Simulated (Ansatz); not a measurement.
Frequency calculation, with input and output: CH3BFN

The run: frequency calculation of CH3BFN, SMILES BN=CF. Method and program: PBE/def2-SVP, RKS (Ansatz 0.2.0).

The geometry was optimised with PBE/def2-SVP. Figures and captions count atoms from 1; the log counts them from 0 in places.

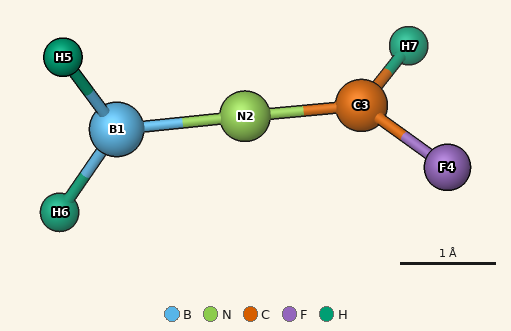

Figure 1. The structure (ball-and-stick view, seen at a tilt; atoms are numbered from 1 in the order of the input).

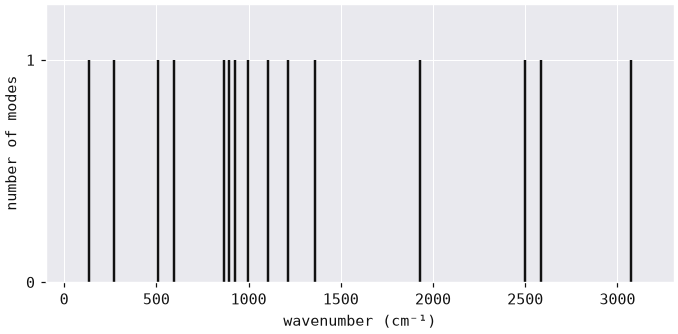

Figure 2. Harmonic vibrational wavenumbers from the force constants; neighbouring modes closer than 13 cm⁻¹ are counted in one stick. 15 modes from 135 to 3071 cm⁻¹, none imaginary.

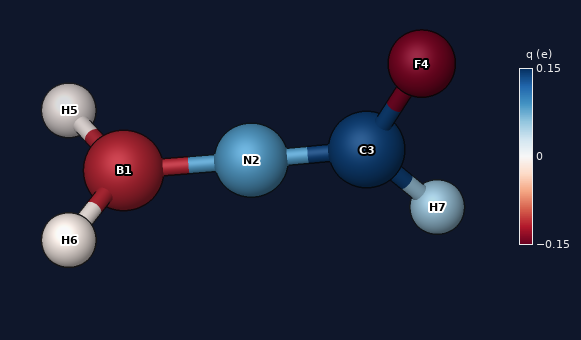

Figure 3. Mulliken charges, as the colour of each atom (ball-and-stick view, seen at an oblique angle; atoms are numbered from 1 in the order of the input; Mulliken charges depend strongly on the basis). By element: B −0.11, N +0.08, C +0.14, F −0.14 and H −0.01 to +0.05 e.

These pictures come from the run below.

Input
```yaml
crystal:
  periodic: [false, false, false]
  atoms:
    - {symbol: B, position_ang: [-0.484367, 1.099318, 0.574935]}
    - {symbol: "N", position_ang: [0.018216, -0.010794, -0.056873]}
    - {symbol: C, position_ang: [0.473363, -1.025013, -0.612280]}
    - {symbol: F, position_ang: [0.751780, -2.162099, 0.054710]}
    - {symbol: H, position_ang: [0.289631, 1.926948, 1.020650]}
    - {symbol: H, position_ang: [-1.691383, 1.232734, 0.664478]}
    - {symbol: H, position_ang: [0.703860, -1.129293, -1.691520]}
basis:
  gaussian: {orbitals: def2-SVP}
hamiltonian: {xc: {name: PBE}}
phonons: {temperatures: {t_min: 298.15, t_max: 298.15, t_step: 1}}
```

Launch command:
```bash
ansatz run input.yaml --threads 1 --pin off --max-ram 3480MiB --events-out events.jsonl --progress --plain --runs-dir runs
```

Output
```
Functional definition: PBE
  name "PBE"
  parameter kappa = 0.804
  parameter beta = 0.06672455060314922
  exchange = pbe_x(kappa = kappa, mu = beta*pi^2/3)
  correlation = pbe_c(beta = beta)
806 factors; their error is unknown
mean field evaluation 1: about -5951.6524 eV, gradient 5.1e1 eV
mean field evaluation 2: about -5930.1347 eV, gradient 1.0e2 eV
mean field evaluation 4: about -5957.5505 eV, gradient 7.1e0 eV
mean field evaluation 8: about -5957.6059 eV, gradient 1.5e-1 eV
mean field evaluation 16: about -5957.6060 eV, gradient 5.8e-6 eV
mean field -5957.60599203 eV, -218.9379819967 hartree, gradient 5.8e-6 eV, S^2 0.000000; 0 other end points of the search recorded, 0 dependent functions left out
the calculation of the forces begins
reference -5957.60602102 eV, -218.9379830621 hartree; 15, 15 occupied and 56, 56 virtual orbitals, 806 factors
these checks for a lower state are left out or cut short: stability, starts, cluster_reference, orbital_swaps, neighbouring_geometries, increment
806 factors; their error is unknown
mean field -5957.60586437 eV, -218.9379773054 hartree, gradient 9.6e-7 eV, S^2 0.000000; 0 other end points of the search recorded, 0 dependent functions left out
[... from here on the field's lines of each further geometry are left out, up to the last ...]
the calculation of the forces begins
reference -5957.60592033 eV, -218.9379793617 hartree; 15, 15 occupied and 56, 56 virtual orbitals, 806 factors
these checks for a lower state are left out or cut short: stability, starts, cluster_reference, orbital_swaps, neighbouring_geometries, increment
806 factors; their error is unknown
mean field -5957.60589973 eV, -218.9379786049 hartree, gradient 2.1e-6 eV, S^2 0.000000; 0 other end points of the search recorded, 0 dependent functions left out
the calculation of the forces begins
reference -5957.60592872 eV, -218.9379796703 hartree; 15, 15 occupied and 56, 56 virtual orbitals, 806 factors
Total energy: -5957.60602102 eV, -218.9379830621 hartree
Atom 0 at    -0.484367     1.099318     0.574935 Å, force    -0.000198     0.000758     0.000013 eV/Å
Atom 1 at     0.018216    -0.010794    -0.056873 Å, force     0.000002    -0.000395     0.000506 eV/Å
Atom 2 at     0.473363    -1.025013    -0.612280 Å, force    -0.000044    -0.001004     0.000683 eV/Å
Atom 3 at     0.751780    -2.162099     0.054710 Å, force    -0.000161     0.000704     0.000284 eV/Å
Atom 4 at     0.289631     1.926948     1.020650 Å, force    -0.000006    -0.000219    -0.000003 eV/Å
Atom 5 at    -1.691383     1.232734     0.664478 Å, force     0.000102    -0.000091     0.000019 eV/Å
Atom 6 at     0.703860    -1.129293    -1.691520 Å, force     0.000305     0.000247    -0.001502 eV/Å
Dipole moment:     0.091557    -0.105118    -0.304441 e Å
Vibrations: 134.69 271.23 509.62 598.24 868.17 894.90 925.14 998.39 1104.40 1215.58 1358.96 1932.09 2500.97 2587.38 3071.27 cm⁻¹, zero-point energy 1.176055 eV
```

Summary

| quantity | value |
| --- | --- |
| outcome | converged |
| total energy | −218.937983 hartree |
| basis functions | 71 |
| largest force | 0.002 eV/Å |
| zero-point energy | 0.043219 hartree |
| dipole moment | 1.61 D |
| wavenumbers, lowest and highest | 135 and 3071 cm⁻¹ |
| hardware | 1 thread of Arm Neoverse V2, 24 GiB of memory available, shared host |
| wall time | 32 s |
| peak memory | 0.095 GiB |
